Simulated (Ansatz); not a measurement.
# GeNH₂ (quartet): trial inputs and their diagnosis at distance Ge1–N2 = 6.276 Å

3 inputs are run for GeNH₂ (quartet) as typed; the log has to tell whether the result can be used and what must change.

Computed with Ansatz 0.2.0, Gaussian basis. Level: the settings change from run to run.

31 further runs of the same task are left out: 6 for a known fault of the program, 18 that didn't finish, 7 set aside as unsound or not needed.

## 1. What is computed

The geometry derives from a PBE0/def2-TZVP stationary point (not a proven minimum). One bond is set to the value named and the two fragments are kept rigid. No spin-orbit coupling is included. The filled d shell of Ge may be among the frozen orbitals whatever the setting's name suggests; the logs give the count.

4 atoms, charge 0, spin multiplicity 4.

Atoms are counted from 1 here; the program's logs count them from 0.

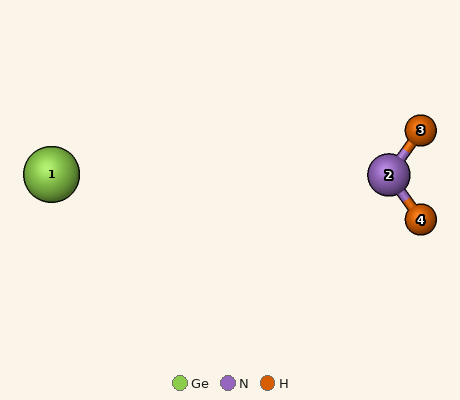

The geometry (germanium green, nitrogen purple, hydrogen orange); atoms are numbered from 1 in the order of the file.

## 2. Try 1

in.yaml

```yaml
crystal:
  periodic: [false, false, false]
  atoms:
    - {symbol: Ge, position_ang: [0.000000, 0.000000, 5.003958]}
    - {symbol: N, position_ang: [0.000000, 0.000000, -1.272042]}
    - {symbol: H, position_ang: [0.000000, 0.830871, -1.865958]}
    - {symbol: H, position_ang: [0.000000, -0.830871, -1.865958]}
basis:
  gaussian: {orbitals: cc-pVDZ}
correlation: {active_space: {window: {electrons: 5, orbitals: 5}}}
magnetization: {spin_polarized: true, initial_magnetization: 3}
```

Run with:

```bash
> ansatz run in.yaml --threads 1 --pin off --events-out ev --progress --plain --max-ram 2393MiB
```

The log of the run:

```text
Error: invalid value for `correlation.active_space`: it starts from restricted Hartree–Fock orbitals; set hamiltonian.xc: hf without magnetization.spin_polarized
```

It took 0.03 s on 1 thread of Arm Neoverse V1, shared host.

**Diagnosis.** The run was refused. An active space is asked on unrestricted orbitals. Fix: drop spin_polarized: true.

## 3. Try 2

in.yaml

```yaml
crystal:
  periodic: [false, false, false]
  atoms:
    - {symbol: Ge, position_ang: [0.000000, 0.000000, 5.003958]}
    - {symbol: N, position_ang: [0.000000, 0.000000, -1.272042]}
    - {symbol: H, position_ang: [0.000000, 0.830871, -1.865958]}
    - {symbol: H, position_ang: [0.000000, -0.830871, -1.865958]}
basis:
  gaussian: {orbitals: STO-3G, fitting: {mean_field: def2-universal-jkfit}}
magnetization: {spin_polarized: false, initial_magnetization: 3}
correlation: {method: sc_nevpt2, electrons: all, active_space: {window: {electrons: 2, orbitals: 1}}}
```

The command is unchanged.

The log of the run:

```text
Functional definition: HF
  name "HF"
  cite "Fock, Z. Phys. 61, 126 (1930) doi:10.1007/BF01340294"
  parent pbe
  exchange = exact_x
  correlation = 0
379 factors; integrals over basis functions are off by at most 1.6e-2 eV
mean field evaluation 1: about -57319.7662 eV, gradient 7.3e0 eV
mean field evaluation 2: about -57319.9319 eV, gradient 7.5e-1 eV
mean field evaluation 4: about -57319.9349 eV, gradient 2.2e-4 eV
mean field evaluation 8: about -57319.9405 eV, gradient 3.8e-2 eV
mean field evaluation 16: about -57319.9351 eV, gradient 1.7e-6 eV
mean field evaluation 32: about -57319.9450 eV, gradient 3.3e-2 eV
mean field -57319.94573720 eV, -2106.4691529873 hartree, gradient 2.1e-6 eV, S^2 3.750000; 12 other end points of the search recorded, 0 dependent functions left out
reference -57319.94573720 eV, -2106.4691529873 hartree; 22, 19 occupied and 3, 6 virtual orbitals, 379 factors
Error: 2 electrons in 1 orbitals form no window around the highest filled level of the reference
```

It took 0.72 s on 1 thread of Arm Neoverse V1, shared host.

**Diagnosis.** The run stopped with an error. The active window can't be built from these electrons and orbitals. To mend it, choose counts that fit the spin, the electrons and the basis.

## 4. Try 3

in.yaml

```yaml
crystal:
  periodic: [false, false, false]
  atoms:
    - {symbol: Ge, position_ang: [0.300000, 0.050000, -1.272042]}
    - {symbol: N, position_ang: [0.000000, 0.000000, -1.272042]}
    - {symbol: H, position_ang: [0.000000, 0.830871, -1.865958]}
    - {symbol: H, position_ang: [0.000000, -0.830871, -1.865958]}
basis:
  gaussian: {orbitals: def2-mTZVP}
magnetization: {spin_polarized: false, initial_magnetization: 3}
correlation: {method: ccsd_t, electrons: valence}
```

The command is unchanged.

The log of the run, shortened:

```text
Functional definition: HF
  name "HF"
  cite "Fock, Z. Phys. 61, 126 (1930) doi:10.1007/BF01340294"
  parent pbe
[...]
580 factors; integrals over basis functions are off by at most 5.5e-4 eV
[...]
a density is far from that of the atoms, so the factors are made again for it
642 factors; integrals over basis functions are off by at most 6.9e-5 eV
[...]
mean field -56006.12815889 eV, -2058.1872475219 hartree, gradient 8.5e-7 eV, S^2 3.750000; 15 other end points of the search recorded, 0 dependent functions left out
[...]
determinant -56006.12815889 eV, -2058.1872475219 hartree, with singles and doubles -56015.29103618 eV, -2058.5239770517 hartree
determinant -56005.88768918 eV, -2058.1784104231 hartree, with singles and doubles -56015.15542313 eV, -2058.5189933642 hartree
determinant -56006.12815889 eV, -2058.1872475219 hartree, with singles and doubles -56015.29870874 eV, -2058.5242590132 hartree
determinant -56005.88768918 eV, -2058.1784104231 hartree, with singles and doubles -56015.16112419 eV, -2058.5192028742 hartree
10 core orbitals not correlated: weight in the atoms' cores, before any rotation towards them, 0.786 or more for the frozen orbitals, at most 0.203 for the correlated occupied ones
reference -56006.12815889 eV, -2058.1872475219 hartree; 12, 9 occupied and 39, 42 virtual orbitals, 642 factors
second order -8.82042020 eV of doubles, -0.07219771 eV of singles
cycle   1  -9.17055036 eV  change   -5.1e-7 eV  update   1.9e-6
perturbative correction -0.23003775 eV, -0.0084537313 hartree
Total energy: -56015.52874700 eV, -2058.5327127631 hartree
```

It took 45 s on 1 thread of Arm Neoverse V1, shared host.

**Diagnosis.** The run converged, which proves nothing about the input. One atom lies on top of another. The shortest distance is 0.30 Å, against 1.02 Å in the geometry of step 1. Its energy belongs to another geometry. Fix: restore its position.

## 5. Summary

| try | level | ended | cause | time |
| --- | --- | --- | --- | --- |
| 1 | CASSCF(5,5)/cc-pVDZ | refused | an active space is asked on unrestricted orbitals | 0.03 s |
| 2 | NEVPT2(2,1)/STO-3G | stopped by an error | the active window can't be built from these electrons and orbitals | 0.72 s |
| 3 | CCSD(T) on ROHF/def2-mTZVP | converged | one atom lies on top of another | 45 s |

1 refused, 1 stopped by an error, 1 converged. The input that converges on a wrong geometry or spin is the dangerous one: no error points at it, so geometry and ⟨S²⟩ have to be checked.
